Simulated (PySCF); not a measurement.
# C₂H₇F₂NSi: electronic excitations at several levels of theory

How much do the electronic excitations of C₂H₇F₂NSi (`N[SiH](CF)CF`) depend on the level of theory, and what does each level cost?

Computed with PySCF 2.14.0, with density-fitted response routines of our own, on a single molecule in the gas phase. Atoms count from 0, in the outputs and in this text.

## (1) The molecule as given

13 atoms, charge 0, multiplicity 1; geometry from: GFN2-xTB. The atoms were then displaced at random by about 0.01 Å, so the start is not that level's minimum.

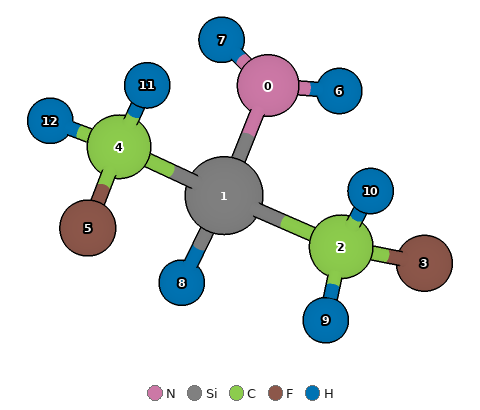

The starting geometry (nitrogen pink, silicon grey, carbon green, fluorine brown, hydrogen blue), atoms numbered.

## (2) Relaxing the molecule at PBE0-D3(BJ)/def2-SVP

Job settings and geometry (Å):

```
{"job": {"xc": "PBE0", "basis": "def2-SVP", "d3": "d3bj", "grid": 1, "shake": 0.01, "kind": "geom"}, "charge": 0, "multiplicity": 1}
N      1.768470     0.036490     0.426950
Si     0.071660    -0.266690     0.659020
C     -0.795770     1.446530     0.536820
F     -0.193910     2.307790     1.481290
C     -0.470460    -1.353500    -0.831280
F     -1.842030    -1.520280    -0.800610
H      2.163550     0.834570     0.925520
H      2.429780    -0.684620     0.345670
H     -0.349390    -0.913250     1.925780
H     -1.847430     1.403600     0.770010
H     -0.644080     1.931390    -0.414370
H     -0.225460    -0.902290    -1.783680
H     -0.059110    -2.336630    -0.794540
```

Launch:

```console
$ OMP_NUM_THREADS=1 python probes_run.py task.json out
```

This one command runs all jobs of the session in turn.

What it wrote:

```text
step   0  E = -623.54263406  max force = 0.028853
step   1  E = -623.54708644  max force = 0.010359
step   2  E = -623.54819565  max force = 0.002860
step   3  E = -623.54845552  max force = 0.001921
step   4  E = -623.54861925  max force = 0.001509
step   5  E = -623.54866663  max force = 0.001317
step   6  E = -623.54869800  max force = 0.000932
step   7  E = -623.54872401  max force = 0.001344
step   8  E = -623.54874437  max force = 0.001811
step   9  E = -623.54875813  max force = 0.001733
step  10  E = -623.54877371  max force = 0.000585
step  11  E = -623.54877857  max force = 0.000773
step  12  E = -623.54878053  max force = 0.000908
step  13  E = -623.54878532  max force = 0.000729
step  14  E = -623.54878996  max force = 0.000143
optimisation converged
```

Run time: 99 s. Hardware: 1 thread of Arm Neoverse V2, shared host; peak memory 0.51 GiB.

The steps of the relaxation:

```csv
step,energy from step 0 (eV),largest force component (eV/Å)
0,0.0000,1.4837
1,-0.1212,0.5327
2,-0.1513,0.1471
3,-0.1584,0.0988
4,-0.1629,0.0776
5,-0.1642,0.0677
6,-0.1650,0.0479
7,-0.1657,0.0691
8,-0.1663,0.0931
9,-0.1666,0.0891
10,-0.1671,0.0301
11,-0.1672,0.0397
12,-0.1673,0.0467
13,-0.1674,0.0375
14,-0.1675,0.0074
```

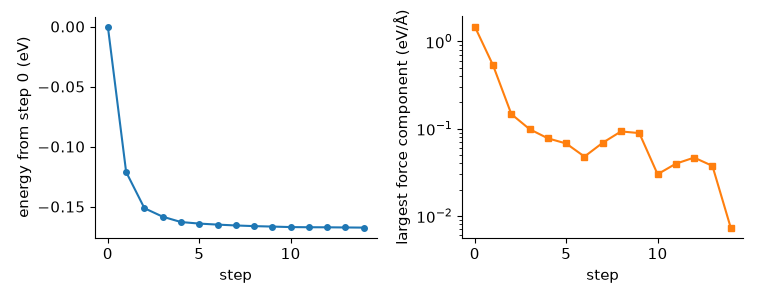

Energy and largest force along the relaxation.

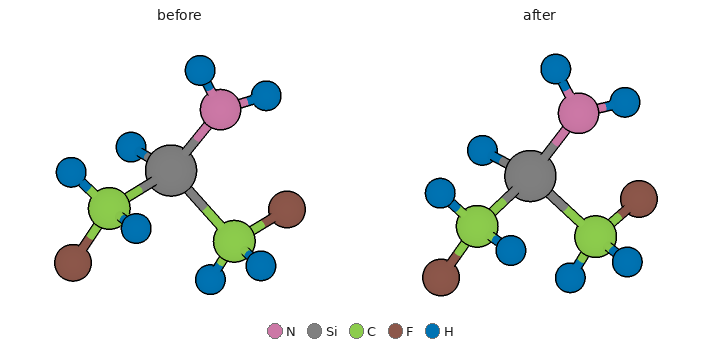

The geometry before (left) and after (right).

Close pairs (by a distance rule), those that changed most:

```csv
bond,before (Å),after (Å),change (Å)
C4–H12,1.066,1.105,+0.039
N0–H7,0.982,1.014,+0.033
Si1–C2,1.924,1.894,-0.030
C2–H10,1.078,1.105,+0.027
Si1–C4,1.923,1.897,-0.026
C2–F3,1.413,1.387,-0.026
C2–H9,1.078,1.104,+0.026
C4–H11,1.082,1.105,+0.023
```

The final coordinates are the input of the step that follows.

```csv
at the end point,value
point group (found at 0.08 Å tolerance),C1
"rotational constants (GHz, main isotopes)","3.938, 1.717, 1.287"
dipole moment (D),2.15
```

## (3) Ultraviolet spectrum: PBE0/def2-SVP

Job settings and geometry (Å):

```
{"job": {"kind": "uv", "xc": "PBE0", "basis": "def2-SVP"}, "charge": 0, "multiplicity": 1}
N      1.795409    -0.054088     0.388697
Si     0.095143    -0.328459     0.572061
C     -0.682488     1.391569     0.727357
F     -0.089582     2.060189     1.788192
C     -0.599066    -1.167583    -0.980805
F     -1.965143    -1.333313    -0.822780
H      2.155343     0.775039     0.852969
H      2.451587    -0.819901     0.498425
H     -0.305886    -1.152349     1.757046
H     -1.771672     1.333965     0.895393
H     -0.521372     1.979583    -0.194442
H     -0.410412    -0.548147    -1.876390
H     -0.135320    -2.152808    -1.169214
```

Level: TDDFT PBE0/def2-SVP, vertical, gas phase, core orbitals frozen in the response.

What it wrote:

```text
coarse grid: 11376 points
cycle   1  E = -623.3796744418  dE =  3.723e-01  |g| = 6.847e-01  |ddm| = 3.450e+00
cycle   2  E = -623.3124560375  dE =  6.722e-02  |g| = 9.292e-01  |ddm| = 1.338e+00
cycle   3  E = -623.4634497578  dE = -1.510e-01  |g| = 6.178e-02  |ddm| = 8.009e-01
cycle   4  E = -623.4641994231  dE = -7.497e-04  |g| = 2.361e-02  |ddm| = 6.978e-02
cycle   5  E = -623.4643330321  dE = -1.336e-04  |g| = 5.240e-03  |ddm| = 2.573e-02
cycle   6  E = -623.4643380695  dE = -5.037e-06  |g| = 2.049e-03  |ddm| = 5.934e-03
final grid: 106152 points
cycle   7  E = -623.5402053979  dE = -1.695e-05  |g| = 1.083e-02  |ddm| = 2.014e-02
cycle   8  E = -623.5401838201  dE =  2.158e-05  |g| = 1.522e-02  |ddm| = 2.064e-02
cycle   9  E = -623.5402295661  dE = -4.575e-05  |g| = 7.255e-04  |ddm| = 1.187e-02
cycle  10  E = -623.5402296770  dE = -1.109e-07  |g| = 1.582e-04  |ddm| = 8.875e-04
cycle  11  E = -623.5402296817  dE = -4.714e-09  |g| = 3.480e-05  |ddm| = 1.469e-04
cycle  12  E = -623.5402296819  dE = -1.780e-10  |g| = 2.064e-05  |ddm| = 4.442e-05
converged SCF energy = -623.5402296819

Static polarisability (au): isotropic 50.934, principal 47.680 52.180 52.943

Singlet excitations
state   eV       nm        f      main configurations
  1   6.7347    184.1   0.00883   H->L 0.98
  2   7.5637    163.9   0.03061   H->L+1 0.93
  3   7.6493    162.1   0.02251   H-1->L 0.92
  4   8.0243    154.5   0.00794   H->L+2 0.75, H-2->L 0.12
  5   8.3034    149.3   0.02471   H-2->L 0.52, H-1->L+1 0.29
  6   8.4673    146.4   0.02202   H-1->L+1 0.61, H-2->L 0.30
  7   8.6713    143.0   0.04410   H->L+3 0.79
  8   8.8531    140.0   0.10567   H-1->L+2 0.68, H-2->L+1 0.12
  9   8.9844    138.0   0.00710   H-3->L 0.74
 10   9.0289    137.3   0.02399   H-2->L+1 0.44, H->L+4 0.23, H-1->L+2 0.20

Triplet excitations (Tamm-Dancoff, eV): 6.2752 7.0090 7.2498 7.5190
```

It took 21 s on 1 thread of Arm Neoverse V2, shared host; peak memory 0.63 GiB.

Frontier orbitals and where they lie:

```csv
orbital,eV,atoms
HOMO−3,-9.59,"F3 40 %, C2 16 %, F5 13 %"
HOMO−2,-8.90,"Si1 21 %, F5 20 %, N0 16 %"
HOMO−1,-8.19,"C2 24 %, F3 22 %, Si1 20 %"
HOMO,-7.41,"N0 65 %, H8 10 %, Si1 10 %"
LUMO,0.86,"Si1 35 %, C4 12 %, H7 12 %"
LUMO+1,1.53,"Si1 37 %, H12 13 %, C4 12 %"
LUMO+2,1.99,"H10 21 %, Si1 17 %, C2 15 %"
```

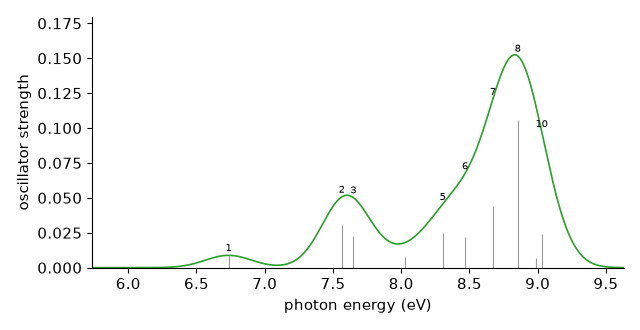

Absorption spectrum from the 10 singlet states computed; above the last one it falls off for lack of states. Lines are broadened to a width of 0.40 eV (Gaussian).

Ground-state properties from the same run:

```csv
property,computed
dipole moment (D),2.15
polarisability (Å³),7.55
HOMO–LUMO gap (eV),8.27
−ε(HOMO) (eV),7.41
```

## (4) TDDFT and polarisability: PBE0/def2-TZVP

Settings changed since step 3:

```diff
@@ -1,2 +1,2 @@
-{"job": {"kind": "uv", "xc": "PBE0", "basis": "def2-SVP"}, "charge": 0, "multiplicity": 1}
+{"job": {"kind": "uv", "xc": "PBE0", "basis": "def2-TZVP"}, "charge": 0, "multiplicity": 1}
 N      1.795409    -0.054088     0.388697
```

With the program's defaults for keys left out, this is: TDDFT PBE0/def2-TZVP, vertical, gas phase, core orbitals frozen in the response.

What it wrote:

```text
coarse grid: 11376 points
cycle   1  E = -623.9657668285  dE =  3.915e-01  |g| = 6.912e-01  |ddm| = 2.558e+00
cycle   2  E = -623.8844106022  dE =  8.136e-02  |g| = 1.004e+00  |ddm| = 1.064e+00
cycle   3  E = -624.0470376274  dE = -1.626e-01  |g| = 6.814e-02  |ddm| = 6.449e-01
cycle   4  E = -624.0477429030  dE = -7.053e-04  |g| = 3.111e-02  |ddm| = 5.823e-02
cycle   5  E = -624.0479357034  dE = -1.928e-04  |g| = 8.753e-03  |ddm| = 2.432e-02
cycle   6  E = -624.0479488309  dE = -1.313e-05  |g| = 2.832e-03  |ddm| = 6.604e-03
cycle   7  E = -624.0479504051  dE = -1.574e-06  |g| = 3.831e-04  |ddm| = 2.265e-03
final grid: 106152 points
cycle   8  E = -624.0469138278  dE = -6.517e-05  |g| = 8.715e-03  |ddm| = 3.471e-02
cycle   9  E = -624.0469030392  dE =  1.079e-05  |g| = 1.163e-02  |ddm| = 1.216e-02
cycle  10  E = -624.0469294099  dE = -2.637e-05  |g| = 1.199e-03  |ddm| = 6.906e-03
cycle  11  E = -624.0469296388  dE = -2.289e-07  |g| = 3.256e-04  |ddm| = 1.016e-03
cycle  12  E = -624.0469296562  dE = -1.739e-08  |g| = 5.351e-05  |ddm| = 2.112e-04
cycle  13  E = -624.0469296565  dE = -3.656e-10  |g| = 3.128e-05  |ddm| = 4.872e-05
converged SCF energy = -624.0469296565

Static polarisability (au): isotropic 57.875, principal 54.028 58.980 60.617

Singlet excitations
state   eV       nm        f      main configurations
  1   6.3910    194.0   0.01424   H->L 0.98
  2   7.1753    172.8   0.02787   H->L+1 0.96
  3   7.2059    172.1   0.01372   H-1->L 0.93
  4   7.6919    161.2   0.00872   H->L+2 0.59, H-2->L 0.28
  5   7.8627    157.7   0.02137   H-1->L+1 0.53, H-2->L 0.18, H->L+2 0.17
  6   8.0000    155.0   0.01509   H-2->L 0.48, H-1->L+1 0.36, H->L+2 0.12
  7   8.3204    149.0   0.04210   H->L+3 0.71, H-1->L+2 0.11
  8   8.4394    146.9   0.08891   H-1->L+2 0.58, H-2->L+1 0.17, H->L+3 0.09
  9   8.5806    144.5   0.02603   H-2->L+1 0.63, H-1->L+2 0.25
 10   8.6285    143.7   0.00097   H->L+4 0.58, H-3->L 0.28

Triplet excitations (Tamm-Dancoff, eV): 5.9964 6.6520 6.9021 7.1828
```

It took 61 s on 1 thread of Arm Neoverse V2, shared host; peak memory 0.85 GiB.

In short: HOMO -7.63 eV, LUMO 0.24 eV; lowest singlet 6.39 eV.

## (5) Excited states and response: PBE0/aug-cc-pVDZ

Settings changed since step 4:

```diff
@@ -1,2 +1,2 @@
-{"job": {"kind": "uv", "xc": "PBE0", "basis": "def2-TZVP"}, "charge": 0, "multiplicity": 1}
+{"job": {"kind": "uv", "xc": "PBE0", "basis": "aug-cc-pVDZ"}, "charge": 0, "multiplicity": 1}
 N      1.795409    -0.054088     0.388697
```

Method: TDDFT PBE0/aug-cc-pVDZ, vertical, gas phase, core orbitals frozen in the response.

What it wrote:

```text
coarse grid: 11376 points
cycle   1  E = -623.8512046297  dE =  4.267e-01  |g| = 6.223e-01  |ddm| = 7.232e+00
cycle   2  E = -623.7787261160  dE =  7.248e-02  |g| = 8.991e-01  |ddm| = 1.812e+00
cycle   3  E = -623.9234214864  dE = -1.447e-01  |g| = 6.025e-02  |ddm| = 1.037e+00
cycle   4  E = -623.9240614088  dE = -6.399e-04  |g| = 2.399e-02  |ddm| = 1.321e-01
cycle   5  E = -623.9241868415  dE = -1.254e-04  |g| = 7.021e-03  |ddm| = 4.822e-02
cycle   6  E = -623.9241955810  dE = -8.740e-06  |g| = 2.488e-03  |ddm| = 1.174e-02
final grid: 106152 points
cycle   7  E = -623.9348924358  dE = -2.157e-05  |g| = 1.131e-02  |ddm| = 9.604e-02
cycle   8  E = -623.9348633373  dE =  2.910e-05  |g| = 1.683e-02  |ddm| = 3.691e-02
cycle   9  E = -623.9349184764  dE = -5.514e-05  |g| = 8.573e-04  |ddm| = 2.112e-02
cycle  10  E = -623.9349186307  dE = -1.542e-07  |g| = 2.435e-04  |ddm| = 1.774e-03
cycle  11  E = -623.9349186412  dE = -1.052e-08  |g| = 6.128e-05  |ddm| = 3.710e-04
cycle  12  E = -623.9349186418  dE = -6.160e-10  |g| = 3.113e-05  |ddm| = 1.260e-04
converged SCF energy = -623.9349186418

Static polarisability (au): isotropic 62.828, principal 58.768 63.763 65.951

Singlet excitations
state   eV       nm        f      main configurations
  1   5.9742    207.5   0.02403   H->L 0.96
  2   6.6351    186.9   0.02016   H->L+1 0.88
  3   6.8837    180.1   0.00531   H->L+2 0.64, H-1->L 0.21
  4   6.9597    178.1   0.00600   H-1->L 0.60, H->L+2 0.23
  5   7.1818    172.6   0.06622   H->L+3 0.93
  6   7.3492    168.7   0.01421   H-1->L+1 0.77, H-1->L 0.13
  7   7.4623    166.1   0.01435   H->L+4 0.32, H-2->L 0.28, H-1->L+2 0.20
  8   7.5545    164.1   0.03400   H-1->L+2 0.57, H->L+4 0.30
  9   7.6653    161.7   0.01740   H->L+6 0.34, H-2->L 0.15, H->L+8 0.14
 10   7.7026    161.0   0.00406   H-2->L 0.38, H->L+4 0.15, H->L+6 0.12

Triplet excitations (Tamm-Dancoff, eV): 5.6644 6.4347 6.5785 6.8148
```

Wall time 41 s (1 thread of Arm Neoverse V2, shared host); peak memory 0.78 GiB.

In short: HOMO -7.62 eV, LUMO -0.36 eV; lowest singlet 5.97 eV.

## (6) Ultraviolet spectrum: PBE0/def2-TZVPD

Settings changed since step 5:

```diff
@@ -1,2 +1,2 @@
-{"job": {"kind": "uv", "xc": "PBE0", "basis": "aug-cc-pVDZ"}, "charge": 0, "multiplicity": 1}
+{"job": {"kind": "uv", "xc": "PBE0", "basis": "def2-TZVPD"}, "charge": 0, "multiplicity": 1}
 N      1.795409    -0.054088     0.388697
```

With the program's defaults for keys left out, this is: TDDFT PBE0/def2-TZVPD, vertical, gas phase, core orbitals frozen in the response.

What it wrote:

```text
coarse grid: 11376 points
cycle   1  E = -623.9693755237  dE =  3.920e-01  |g| = 6.900e-01  |ddm| = 2.817e+00
cycle   2  E = -623.8825499496  dE =  8.683e-02  |g| = 1.018e+00  |ddm| = 1.068e+00
cycle   3  E = -624.0505070857  dE = -1.680e-01  |g| = 6.824e-02  |ddm| = 5.914e-01
cycle   4  E = -624.0511878074  dE = -6.807e-04  |g| = 3.121e-02  |ddm| = 5.778e-02
cycle   5  E = -624.0513772643  dE = -1.895e-04  |g| = 9.267e-03  |ddm| = 2.489e-02
cycle   6  E = -624.0513921210  dE = -1.486e-05  |g| = 2.820e-03  |ddm| = 7.485e-03
cycle   7  E = -624.0513937140  dE = -1.593e-06  |g| = 3.904e-04  |ddm| = 2.277e-03
final grid: 106152 points
cycle   8  E = -624.0503735215  dE = -6.851e-05  |g| = 8.711e-03  |ddm| = 1.348e-01
cycle   9  E = -624.0503625144  dE =  1.101e-05  |g| = 1.168e-02  |ddm| = 1.437e-02
cycle  10  E = -624.0503891355  dE = -2.662e-05  |g| = 1.227e-03  |ddm| = 6.924e-03
cycle  11  E = -624.0503893788  dE = -2.433e-07  |g| = 3.377e-04  |ddm| = 9.649e-04
cycle  12  E = -624.0503893977  dE = -1.890e-08  |g| = 5.605e-05  |ddm| = 2.443e-04
cycle  13  E = -624.0503893981  dE = -4.072e-10  |g| = 3.279e-05  |ddm| = 5.467e-05
cycle  14  E = -624.0503893983  dE = -1.933e-10  |g| = 3.659e-06  |ddm| = 2.385e-05
converged SCF energy = -624.0503893983

Static polarisability (au): isotropic 62.563, principal 58.492 63.526 65.672

Singlet excitations
state   eV       nm        f      main configurations
  1   6.1380    202.0   0.01868   H->L 0.98
  2   6.8298    181.5   0.02703   H->L+1 0.92
  3   6.9728    177.8   0.00444   H-1->L 0.82
  4   7.1791    172.7   0.00578   H->L+2 0.81
  5   7.5192    164.9   0.00618   H-1->L+1 0.68, H-2->L 0.13
  6   7.6182    162.7   0.08152   H->L+3 0.45, H-2->L 0.21, H-1->L+2 0.15
  7   7.6578    161.9   0.01319   H->L+3 0.44, H-2->L 0.33, H-1->L+1 0.09
  8   7.7847    159.3   0.06135   H-1->L+2 0.70, H-2->L 0.20
  9   8.0814    153.4   0.00533   H->L+4 0.53, H->L+5 0.23, H-2->L+1 0.13
 10   8.0945    153.2   0.01251   H->L+6 0.48, H->L+5 0.28

Triplet excitations (Tamm-Dancoff, eV): 5.7975 6.4923 6.6405 6.9668
```

It took 75 s on 1 thread of Arm Neoverse V2, shared host; peak memory 1 GiB.

Key values: HOMO -7.68 eV, LUMO -0.17 eV; lowest singlet 6.14 eV.

## (7) TDDFT and polarisability: PBE0/6-31+G*

Settings changed since step 6:

```diff
@@ -1,2 +1,2 @@
-{"job": {"kind": "uv", "xc": "PBE0", "basis": "def2-TZVPD"}, "charge": 0, "multiplicity": 1}
+{"job": {"kind": "uv", "xc": "PBE0", "basis": "6-31+G*"}, "charge": 0, "multiplicity": 1}
 N      1.795409    -0.054088     0.388697
```

Method: TDDFT PBE0/6-31+G*, vertical, gas phase, core orbitals frozen in the response.

What it wrote:

```text
coarse grid: 11376 points
cycle   1  E = -623.8405367654  dE =  4.095e-01  |g| = 6.044e-01  |ddm| = 3.228e+00
cycle   2  E = -623.7755084852  dE =  6.503e-02  |g| = 8.670e-01  |ddm| = 1.149e+00
cycle   3  E = -623.9105964114  dE = -1.351e-01  |g| = 5.557e-02  |ddm| = 6.612e-01
cycle   4  E = -623.9111468174  dE = -5.504e-04  |g| = 2.301e-02  |ddm| = 7.632e-02
cycle   5  E = -623.9112644846  dE = -1.177e-04  |g| = 6.139e-03  |ddm| = 2.447e-02
cycle   6  E = -623.9112711867  dE = -6.702e-06  |g| = 2.361e-03  |ddm| = 6.317e-03
final grid: 106152 points
cycle   7  E = -623.8810581054  dE = -1.561e-05  |g| = 1.191e-02  |ddm| = 2.710e-02
cycle   8  E = -623.8810264380  dE =  3.167e-05  |g| = 1.771e-02  |ddm| = 2.067e-02
cycle   9  E = -623.8810868839  dE = -6.045e-05  |g| = 8.532e-04  |ddm| = 1.249e-02
cycle  10  E = -623.8810870448  dE = -1.609e-07  |g| = 1.762e-04  |ddm| = 9.389e-04
cycle  11  E = -623.8810870500  dE = -5.205e-09  |g| = 6.151e-05  |ddm| = 1.797e-04
cycle  12  E = -623.8810870507  dE = -6.826e-10  |g| = 2.518e-05  |ddm| = 7.005e-05
converged SCF energy = -623.8810870507

Static polarisability (au): isotropic 56.852, principal 54.125 57.629 58.801

Singlet excitations
state   eV       nm        f      main configurations
  1   6.0339    205.5   0.02780   H->L 0.98
  2   6.7410    183.9   0.02521   H->L+1 0.91
  3   6.9683    177.9   0.00603   H-1->L 0.49, H->L+2 0.39
  4   7.0499    175.9   0.00889   H->L+2 0.50, H-1->L 0.39
  5   7.4203    167.1   0.07551   H->L+3 0.94
  6   7.4844    165.7   0.01301   H-1->L+1 0.78, H-1->L 0.08
  7   7.6116    162.9   0.02773   H-2->L 0.48, H-1->L+2 0.32, H-1->L+1 0.10
  8   7.7446    160.1   0.05532   H-1->L+2 0.59, H-2->L 0.30
  9   7.9508    155.9   0.00573   H->L+4 0.78
 10   8.1393    152.3   0.01696   H-2->L+1 0.69, H->L+5 0.10

Triplet excitations (Tamm-Dancoff, eV): 5.7074 6.5070 6.6273 6.9104
```

It took 18 s on 1 thread of Arm Neoverse V2, shared host; peak memory 0.67 GiB.

This run: HOMO -7.63 eV, LUMO -0.25 eV; lowest singlet 6.03 eV.

## (8) Side by side: electronic excitations

Excitations and ground-state properties, with basis size and wall time:

```csv
run,lowest singlet (eV),brightest (eV),f,gap (eV),α (Å³),μ (D),functions,time
PBE0/def2-SVP,6.73,8.85,0.106,8.27,7.55,2.15,123,21 s
PBE0/def2-TZVP,6.39,8.44,0.089,7.87,8.58,2.05,234,61 s
PBE0/aug-cc-pVDZ,5.97,7.18,0.066,7.26,9.31,1.99,205,41 s
PBE0/def2-TZVPD,6.14,7.62,0.082,7.52,9.27,2.02,297,75 s
PBE0/6-31+G*,6.03,7.42,0.076,7.39,8.42,2.13,126,18 s
```

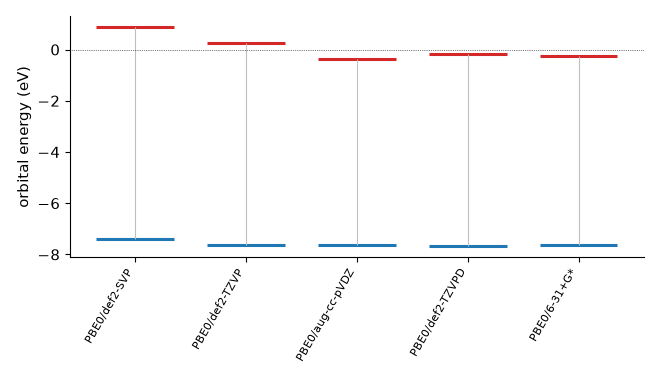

HOMO (blue) and LUMO (red) run by run.

## (9) Summary of results

| quantity | value |
| --- | --- |
| point group | C1 |
| rotational constants (main isotopes) | 3.94, 1.72, 1.29 GHz |
| lowest singlet (PBE0/def2-SVP) | 6.73 eV (184 nm), f = 0.009 |
| brightest single state of those computed | state 8, 8.85 eV, f = 0.106 |
| lowest triplet | 6.28 eV |
| range of the lowest singlet | 5.97 to 6.73 eV |

**Reading.** Single values in the summary come from the first sound run of each kind (PBE0/def2-SVP), which need not be the best level. The start of the PBE0/def2-SVP relaxation was shaken at random by about 0.01 Å, so part of the energy gained, and of the first lengths quoted, undoes that. The optimisation took 14 steps and gained 0.168 eV; among the close pairs (by a distance rule), C4–H12 changed most, from 1.066 to 1.105 Å. No frequency check was run at this level, so the end point may be a saddle. The lowest singlet, at 6.73 eV, is HOMO→LUMO 0.98 and is weak; of the 10 states computed, the strongest absorption comes from state 8 at 8.85 eV. The lowest triplet lies 0.46 eV below the lowest singlet (triplets in Tamm-Dancoff, singlets in full TDDFT). At PBE0/def2-SVP, states above −ε(HOMO) (7.41 eV) lie where TDDFT describes them poorly and they hang on the basis; the brightest is among them. The basis of PBE0/def2-SVP has no diffuse functions, so Rydberg states are missing and the high states are unreliable. The lowest singlet runs from 5.97 eV (PBE0/aug-cc-pVDZ) to 6.73 eV (PBE0/def2-SVP), while the orbital gap spans 7.26 to 8.27 eV. The lowest state need not be the same one in every run. The runs solved for a few states only, so the brightest column depends on that window.
